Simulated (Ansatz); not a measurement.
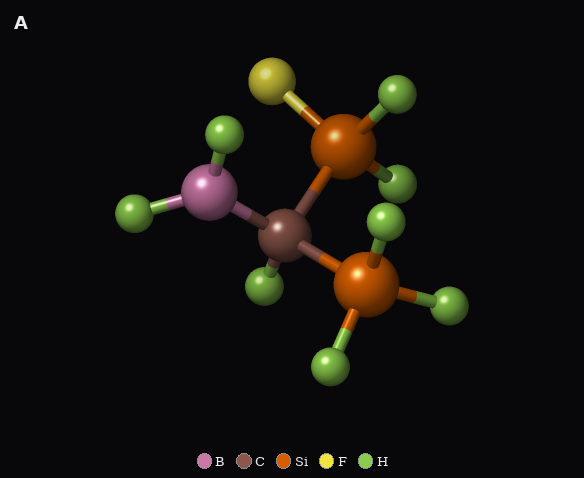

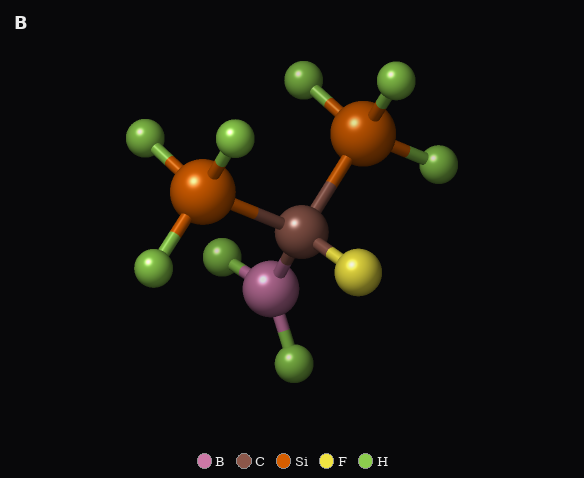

2 stationary structures of one formula. Geometries: PBE-D4/def2-SVP. Electronic energies: PBE-D4/def2-SVP (Ansatz 0.2.0), without zero-point energy. No frequency run is at hand to confirm each as a minimum. Each is one conformer, not always the lowest.

**Are they conformers, stereoisomers or constitutional isomers?**

They are constitutional isomers of CH8BFSi2: A `B[C@H]([SiH3])[SiH2]F`, B `BC(F)([SiH3])[SiH3]`.

**Which structure is the most stable?**

A is lowest; B lies 2.217 eV above it.
